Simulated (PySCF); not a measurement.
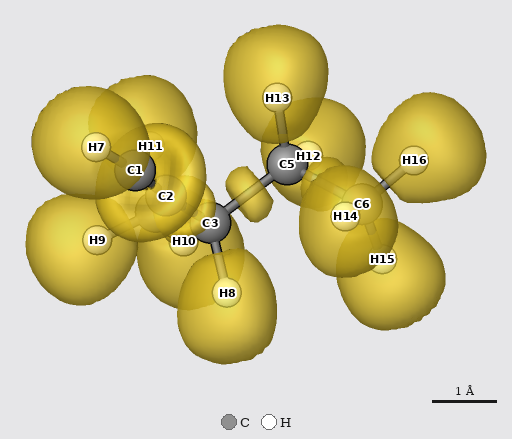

C6H10. Isosurface of the ELF at 0.8 (yellow), seen from one side. Only the valence region is drawn (cores and ρ < 0.01 e/Å³ removed).

Geometry: GFN2-xTB, MD frame at 250 fs, 300 K.

The calculation used PBE0/pcSseg-1, SCF density, gas phase, non-relativistic in PySCF.

The calculation's input:

```
{"job": {"kind": "nmr", "xc": "PBE0", "basis": "pcSseg-1", "pop": false}, "charge": 0, "multiplicity": 1}
C      0.793100     2.098200     0.504300
C      0.447400     0.989300     0.209900
C     -0.084100    -0.325900    -0.088600
C      0.981400    -1.388600     0.089300
C     -1.187700    -0.640800     0.945300
C     -2.517500    -0.157600     0.370400
H      1.307700     2.952500     0.773900
H     -0.442100    -0.306500    -1.178000
H      1.829100    -1.066900    -0.446500
H      0.653200    -2.345000    -0.288100
H      1.194000    -1.581000     1.136300
H     -1.334500    -1.700100     1.174500
H     -1.022100    -0.120900     1.961100
H     -2.434200     0.864400     0.093300
H     -2.812500    -0.763500    -0.440300
H     -3.273400    -0.256400     1.129700
```

Command:

```sh
OMP_NUM_THREADS=1 python probes_run.py task.json out
```

### Describe the localisation domains.

At this value the surface marks out five regions between bonded C–C atoms (shared pairs) and ten regions around hydrogen nuclei. Along the contacts the grid gives the following. C–C (1.20 Å): the ELF peaks at about 0.85 between the atoms: a short, multiple covalent bond. C–H (1.03 Å): the ELF climbs to about 1 towards the hydrogen, as it does in any bond to H: an ordinary covalent bond to hydrogen.
